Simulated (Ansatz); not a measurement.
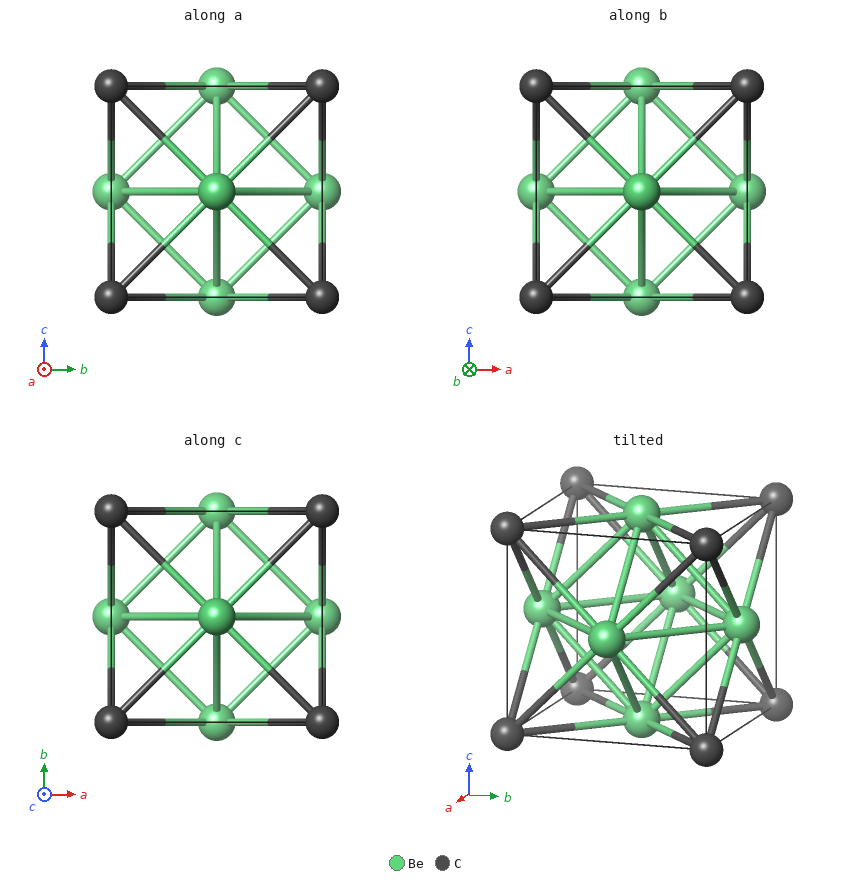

The image is a ball-and-stick drawing of a crystal, viewed along the a axis, along the b axis, along the c axis and slightly off an axis. The parallelepiped is the conventional unit cell.

Lattice parameters: a = 2.9941 Å, b = 2.9941 Å, c = 2.9941 Å, α = 90.000°, β = 90.000°, γ = 90.000°.

Transcribe the picture into a CIF in P1 with every atom of the cell.

Answer.
```cif
data_structure
_symmetry_space_group_name_H-M 'P 1'
_symmetry_Int_Tables_number 1
_cell_length_a 2.9941
_cell_length_b 2.9941
_cell_length_c 2.9941
_cell_angle_alpha 90.000
_cell_angle_beta 90.000
_cell_angle_gamma 90.000
_cell_volume 26.84
loop_
_atom_site_label
_atom_site_type_symbol
_atom_site_fract_x
_atom_site_fract_y
_atom_site_fract_z
_atom_site_occupancy
Be1 Be 0.0000 0.5000 0.5000 1
Be2 Be 0.5000 0.0000 0.5000 1
Be3 Be 0.5000 0.5000 0.0000 1
C1 C 0.0000 0.0000 0.0000 1
```

The structure comes from a structure type filled with these elements by a generator (whether the compound takes this form wasn't checked). Relaxation method: DFT r2SCAN, scalar-relativistic, plane waves, PAW (Ansatz).
